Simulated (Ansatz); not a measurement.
**Two runs on AlF2**

System: AlF2, multiplicity 2.
Method of run 1: UKS PBE0-D4/def2-TZVP (Ansatz 0.2.0).

Text and figures count atoms from 1; the logs count them from 0 in places.

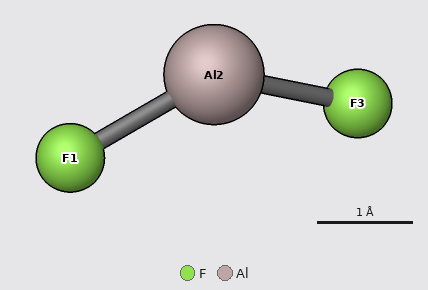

Fig. 1: The structure (ball-and-stick view, seen at an oblique angle; atoms are numbered from 1 in the order of the input). Sticks mark near contacts. Bond lengths as drawn: Al–F 1.76 Å.

Input file, run 1:
```yaml
crystal:
  periodic: [false, false, false]
  atoms:
    - { symbol: F, position_ang: [0.749744, -1.448727, 0.245367] }
    - { symbol: Al, position_ang: [0.388651, 0.275388, 0.245222] }
    - { symbol: F, position_ang: [-0.926997, 1.276833, -0.362335] }
magnetization:
  spin_polarized: true
  initial_magnetization: 1
basis:
  gaussian: { orbitals: def2-TZVP }
hamiltonian:
  xc: pbe0
  dispersion: d4
output:
  forces: true
```

Launched with:
```bash
ansatz run input.yaml --threads 1 --pin off --max-ram 2560MiB --backend cpu --events-out ev --progress --plain --runs-dir out
```

Hardware: 1 thread of Arm Neoverse N1, 98 GiB of memory available, shared host.

Output (run 1):
```
Engine: ansatz 0.2.0, aarch64-unknown-linux-gnu
Functional definition: PBE0
  parameter a = 0.25
  parameter kappa = 0.804
  parameter beta = 0.06672455060314922
  exchange = (1 - a)*pbe_x(kappa = kappa, mu = beta*pi^2/3) + a*exact_x
  correlation = pbe_c(beta = beta)
591 factors; their error is unknown
mean field evaluation 1: about -12022.8245 eV, gradient 3.8e1 eV
mean field evaluation 2: about -12006.5116 eV, gradient 8.3e1 eV
mean field evaluation 4: about -12027.4992 eV, gradient 6.1e-1 eV
mean field evaluation 8: about -12027.5351 eV, gradient 6.8e-2 eV
mean field evaluation 16: about -12027.5351 eV, gradient 2.6e-5 eV
mean field -12027.53507376 eV, -442.0037614045 hartree, gradient 2.6e-5 eV, S^2 0.751503; 0 other end points of the search recorded, 0 dependent functions left out
the calculation of the forces begins
reference -12027.53510005 eV, -442.0037623707 hartree; 16, 15 occupied and 83, 84 virtual orbitals, 591 factors
Total energy: -12027.56312915 eV, -442.0047924213 hartree
Atom 0 at     0.749744    -1.448727     0.245367 Å, force    -0.771574     2.299345    -0.159493 eV/Å
Atom 1 at     0.388651     0.275388     0.245222 Å, force    -0.877321    -0.664194    -0.558265 eV/Å
Atom 2 at    -0.926997     1.276833    -0.362335 Å, force     1.648895    -1.635151     0.717758 eV/Å
Dipole moment:     0.195683     0.148146     0.124519 e Å
```

The input of run 2 differs as follows (lines with − go, lines with + come):
```diff
-    - { symbol: F, position_ang: [0.749744, -1.448727, 0.245367] }
+    - { symbol: F, position_ang: [1.317936, -0.971086, 0.612383] }
-    - { symbol: F, position_ang: [-0.926997, 1.276833, -0.362335] }
+    - { symbol: F, position_ang: [-0.318952, 1.689688, 0.019125] }
```

How does run 2 compare with run 1?

With the same method and basis, run 2 lies 6.5 kcal/mol higher. The largest force goes from 2.431 to 1.821 eV/Å.

Output (run 2):
```
Engine: ansatz 0.2.0, aarch64-unknown-linux-gnu
Functional definition: PBE0
  parameter a = 0.25
  parameter kappa = 0.804
  parameter beta = 0.06672455060314922
  exchange = (1 - a)*pbe_x(kappa = kappa, mu = beta*pi^2/3) + a*exact_x
  correlation = pbe_c(beta = beta)
591 factors; their error is unknown
mean field evaluation 1: about -12022.9412 eV, gradient 3.8e1 eV
mean field evaluation 2: about -12012.1984 eV, gradient 7.3e1 eV
mean field evaluation 4: about -12027.2180 eV, gradient 5.2e-1 eV
mean field evaluation 8: about -12027.2546 eV, gradient 5.9e-2 eV
mean field evaluation 16: about -12027.2546 eV, gradient 1.9e-5 eV
mean field -12027.25459420 eV, -441.9934539710 hartree, gradient 1.9e-5 eV, S^2 0.752202; 0 other end points of the search recorded, 0 dependent functions left out
the calculation of the forces begins
reference -12027.25462316 eV, -441.9934550351 hartree; 16, 15 occupied and 83, 84 virtual orbitals, 591 factors
Total energy: -12027.28304073 eV, -441.9944993615 hartree
Atom 0 at     1.317936    -0.971086     0.612383 Å, force     1.301596    -1.131261     0.584918 eV/Å
Atom 1 at     0.388651     0.275388     0.245222 Å, force    -0.826410    -0.625652    -0.525875 eV/Å
Atom 2 at    -0.318952     1.689688     0.019125 Å, force    -0.475187     1.756914    -0.059043 eV/Å
Dipole moment:     0.047327     0.035830     0.030116 e Å
```

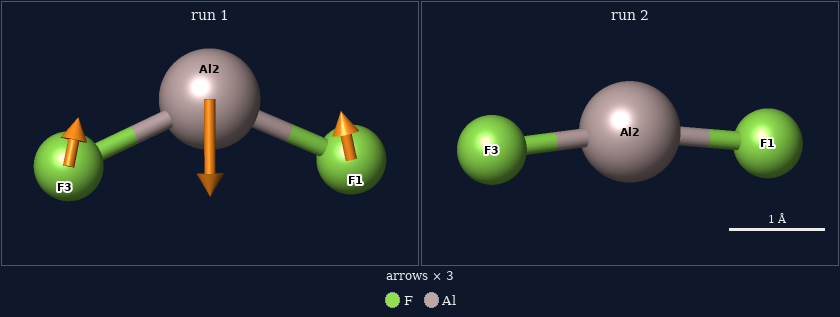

Fig. 2: The two input geometries at one scale (ball-and-stick view, seen at a tilt). The orange arrows on the first give the shifts of the atoms after the best rigid fit, magnified 3 times. Al2 moves most after the best rigid fit: 0.34 Å. Largest moves by element: Al 0.34 Å, F 0.18 Å. Among the contacts that change: Al2–F3 1.762 → 1.598 Å.

The two runs side by side:

| quantity | run 1 | run 2 |
| --- | --- | --- |
| outcome | converged | converged |
| total energy (hartree) | −442.004792 | −441.994499 |
| ⟨S²⟩ | 0.752 | 0.752 |
| largest force (eV/Å) | 2.431 | 1.821 |
| basis functions | 99 | 99 |
| wall time (shared host) | 4.3 s | 4.5 s |
